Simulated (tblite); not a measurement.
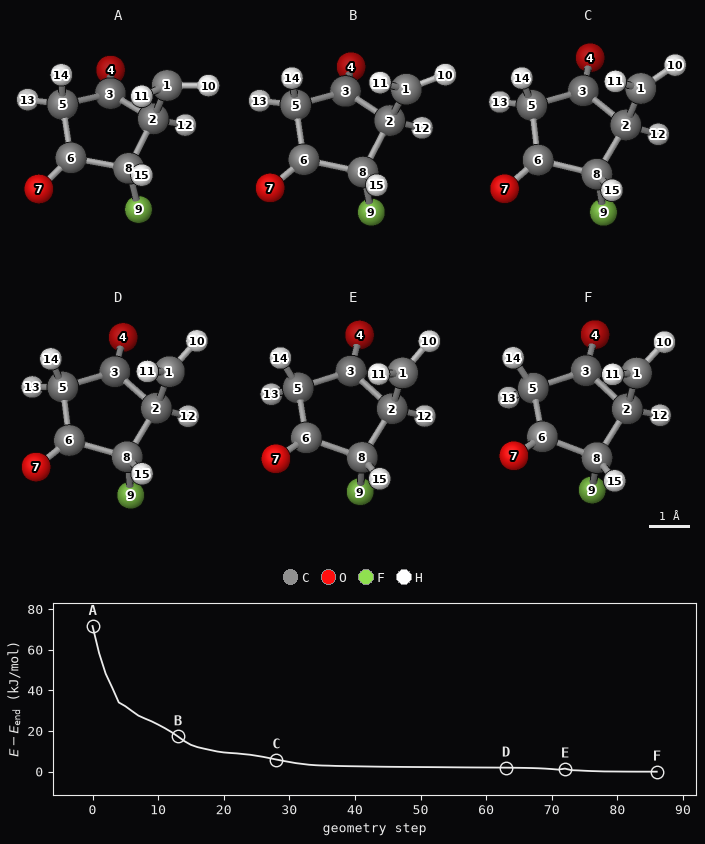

Frames of a relaxation of C$_{6}$H$_{6}$FO$_{2}$ (multiplicity 2), marked on the history of the run. A ball-and-stick model, seen from a free direction.

Computed with tblite, GFN2-xTB geometry optimisation, gas phase. 

**Describe the path.**

H10 moves most after the best rigid fit: 0.82 Å. Largest moves by element: H 0.82 Å, O 0.79 Å, F 0.53 Å, C 0.30 Å. Some distances before and after: C1–C3 2.441 → 2.122 Å, C2–C3 1.485 → 1.549 Å, C1–C2 1.511 → 1.458 Å, C6–C8 1.505 → 1.544 Å. Bond angles that change, for instance: C1–C2–C3 109.1° → 89.7°, C2–C1–H11 109.0° → 120.7°, C2–C1–H10 111.5° → 120.1°. Over 86 geometry steps the energy falls by 71.7 kJ/mol. From step 0 to 13: H11 moves most (0.36 Å), energy −54.3 kJ/mol. From step 13 to 28: H10 moves most (0.40 Å), energy −11.4 kJ/mol. From step 28 to 63: H10 moves most (0.27 Å), energy −4.01 kJ/mol. From step 63 to 72: O7 moves most (0.46 Å), energy −0.46 kJ/mol. From step 72 to 86: O7 moves most (0.15 Å), energy −1.52 kJ/mol.
